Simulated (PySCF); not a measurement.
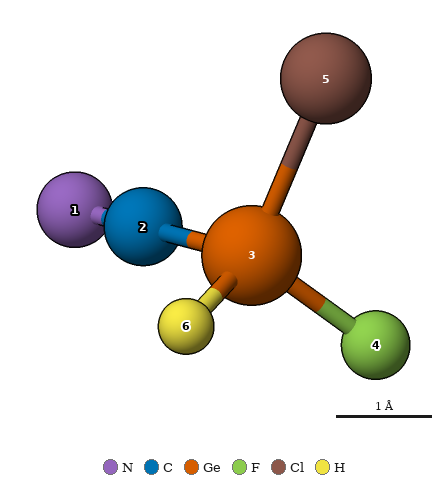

*The structure as given in the input (ball-and-stick view, seen at a tilt; atoms are numbered from 1 in the order of the input). Sticks mark near contacts.*

Bond lengths as drawn: Cl–Ge 2.11 Å, C–Ge 1.91 Å, C–N 1.15 Å, F–Ge 1.72 Å and Ge–H 1.52 Å.

**Single-point calculation, with input and output: CHClFGeN**

System: CHClFGeN, SMILES N#[C][GeH]([F])[Cl].
Method: B3LYP/6-31G*, RKS (PySCF 2.14.0).

The geometry comes from this level: PBE0-D4/def2-TZVP.

## What the program printed
```
PySCF version 2.14.0

[INPUT] num. atoms = 6
[INPUT] num. electrons = 72
[INPUT] charge = 0
[INPUT] spin (= nelec alpha-beta = 2S) = 0
[INPUT] symmetry False subgroup None
[INPUT] Mole.unit = angstrom
[INPUT] Symbol           X                Y                Z      unit          X                Y                Z       unit  Magmom
[INPUT]  1 N     -1.036900000000  -2.307000000000   0.030700000000 AA   -1.959457018562  -4.359598169372   0.058014592024 Bohr   0.0
[INPUT]  2 C     -0.544000000000  -1.267300000000   0.040100000000 AA   -1.028011011763  -2.394849917661   0.075778017595 Bohr   0.0
[INPUT]  3 Ge     0.237100000000   0.477900000000   0.107700000000 AA    0.448054064134   0.903100114930   0.203523503616 Bohr   0.0
[INPUT]  4 F      1.896000000000   0.253800000000  -0.276600000000 AA    3.582920732175   0.479612490415  -0.522698246055 Bohr   0.0
[INPUT]  5 Cl    -0.627600000000   1.648100000000  -1.423900000000 AA   -1.185992115777   3.114457625896  -2.690781028768 Bohr   0.0
[INPUT]  6 H      0.117300000000   1.130400000000   1.475800000000 AA    0.221664874411   2.136146411208   2.788857814633 Bohr   0.0

nuclear repulsion = 429.988125016843
number of shells = 40
number of NR pGTOs = 231
number of NR cGTOs = 94
basis = 6-31g*
ecp = {}

******** <class 'pyscf.dft.rks.RKS'> ********
method = RKS
initial guess = minao
damping factor = 0
level_shift factor = 0
DIIS = <class 'pyscf.scf.diis.CDIIS'>
diis_start_cycle = 1
diis_space = 8
diis_damp = 0
SCF conv_tol = 1e-10
SCF conv_tol_grad = None
SCF max_cycles = 50
direct_scf = True
direct_scf_tol = 1e-13
XC library pyscf.dft.libxc version 7.0.0
    S. Lehtola, C. Steigemann, M. J.T. Oliveira, and M. A.L. Marques.,  SoftwareX 7, 1–5 (2018)
XC functionals = b3lyp
    P. J. Stephens, F. J. Devlin, C. F. Chabalowski, and M. J. Frisch.,  J. Phys. Chem. 98, 11623 (1994)
radial grids:
    Treutler-Ahlrichs [JCP 102, 346 (1995); DOI:10.1063/1.469408] (M4) radial grids

becke partition: Becke, JCP 88, 2547 (1988); DOI:10.1063/1.454033
pruning grids: <function nwchem_prune>
grids dens level: 5
symmetrized grids: False
atomic radii adjust function: <function treutler_atomic_radii_adjust>
small_rho_cutoff = 0
Set gradient conv threshold to 1e-05
Initial guess from minao.
tot grids = 240296
init E= -2730.14225256828
  HOMO = -0.358565025088998  LUMO = -0.0818549490761584  gap/eV = 7.52966
cycle= 1 E= -2730.15133258367  delta_E= -0.00908  |g|= 0.902  |ddm|= 2.88
  HOMO = -0.286889019885411  LUMO = -0.0883522723284331  gap/eV = 5.40246
cycle= 2 E= -2729.6560041204  delta_E= 0.495  |g|= 1.87  |ddm|= 2.22
  HOMO = -0.339322848695913  LUMO = -0.0569774517090007  gap/eV = 7.68301
cycle= 3 E= -2730.28648433977  delta_E= -0.63  |g|= 0.278  |ddm|= 1.52
  HOMO = -0.352625167284864  LUMO = -0.0562837851233131  gap/eV = 8.06386
cycle= 4 E= -2730.29994192378  delta_E= -0.0135  |g|= 0.0994  |ddm|= 0.25
  HOMO = -0.35445854447127  LUMO = -0.0569865850211877  gap/eV = 8.09462
cycle= 5 E= -2730.30158699272  delta_E= -0.00165  |g|= 0.0536  |ddm|= 0.0971
  HOMO = -0.352508448111915  LUMO = -0.0565748246692177  gap/eV = 8.05276
cycle= 6 E= -2730.30212296329  delta_E= -0.000536  |g|= 0.00363  |ddm|= 0.0401
  HOMO = -0.352410345237327  LUMO = -0.0560690193687137  gap/eV = 8.06386
cycle= 7 E= -2730.30212639347  delta_E= -3.43e-06  |g|= 0.00112  |ddm|= 0.00505
  HOMO = -0.352300503508807  LUMO = -0.0561379457816851  gap/eV = 8.05899
cycle= 8 E= -2730.30212672175  delta_E= -3.28e-07  |g|= 0.000241  |ddm|= 0.00156
  HOMO = -0.352341500391229  LUMO = -0.0561381907857799  gap/eV = 8.06010
cycle= 9 E= -2730.30212673686  delta_E= -1.51e-08  |g|= 6.61e-05  |ddm|= 0.000333
  HOMO = -0.352332426666112  LUMO = -0.05613732679346  gap/eV = 8.05988
cycle= 10 E= -2730.30212673788  delta_E= -1.02e-09  |g|= 1.31e-05  |ddm|= 7.99e-05
  HOMO = -0.352333959339229  LUMO = -0.0561376186962494  gap/eV = 8.05991
cycle= 11 E= -2730.30212673793  delta_E= -5.09e-11  |g|= 3.45e-06  |ddm|= 1.78e-05
  HOMO = -0.352333784777648  LUMO = -0.0561375176024894  gap/eV = 8.05991
```

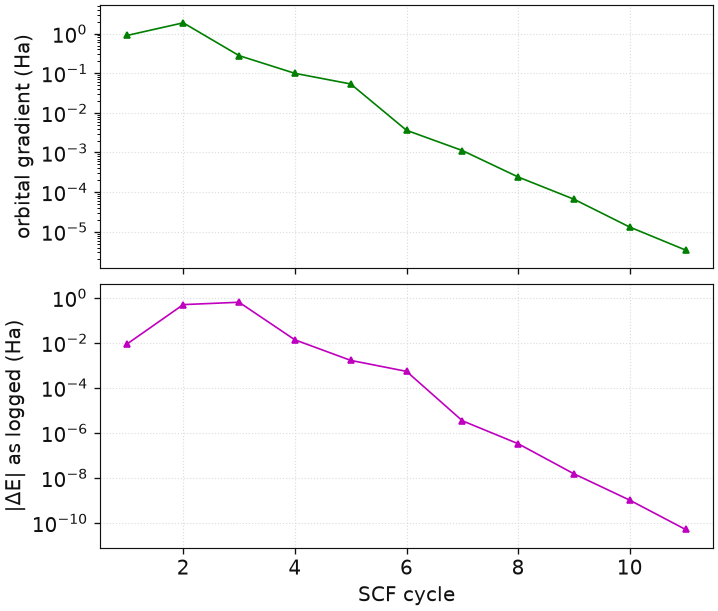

*Convergence of the self-consistent field: orbital gradient and size of the energy change against the SCF cycle.*

The residual comes down, with one marked jump up, by a factor of about 2, at step 2.

```
Extra cycle  E= -2730.30212673792  delta_E= 6.82e-12  |g|= 6.27e-06  |ddm|= 6.93e-06
converged SCF energy = -2730.30212673792
E = -2730.3021267379 Eh
```

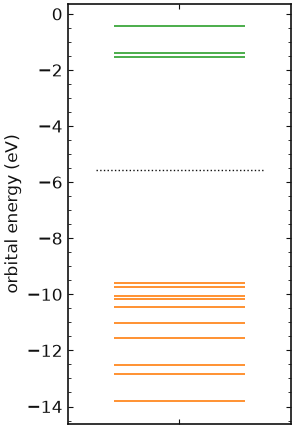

*Orbital energies near the frontier; the dotted line parts filled from empty levels, and levels within 0.02 eV of each other stand side by side.*

Highest filled −9.59 eV, lowest empty −1.53 eV, 8.06 eV apart.

This output came from the following input.

## The input (run.py)
```python
# N#[C][GeH]([F])[Cl]
from pyscf import gto, dft

system = gto.Mole()
system.atom = '''
N       -1.036900      -2.307000       0.030700
C       -0.544000      -1.267300       0.040100
Ge       0.237100       0.477900       0.107700
F        1.896000       0.253800      -0.276600
Cl      -0.627600       1.648100      -1.423900
H        0.117300       1.130400       1.475800
'''
system.max_memory = 1860
system.spin = 0
system.basis = '6-31g*'
system.verbose = 4
system.build()

calc0 = dft.RKS(system)
calc0.xc = 'b3lyp'
calc0.grids.level = 5
calc0.conv_tol = 1e-10
calc0.kernel()
if not calc0.converged:
    calc0 = calc0.newton().run(calc0.mo_coeff, calc0.mo_occ)

e_final = calc0.e_tot
print('E = %.10f Eh' % e_final)
```

Command:
```bash
OMP_NUM_THREADS=1 python run.py
```

## Results in brief

- outcome: converged
- total energy: −2730.302127 hartree
- basis functions: 94
- HOMO: −9.59 eV
- LUMO: −1.53 eV
- dipole moment: 2.83 D
- hardware: 1 thread of Intel Xeon @ 2.70GHz, 189 GiB of memory available, shared host
- wall time: 19 s
- peak memory: 0.5 GiB
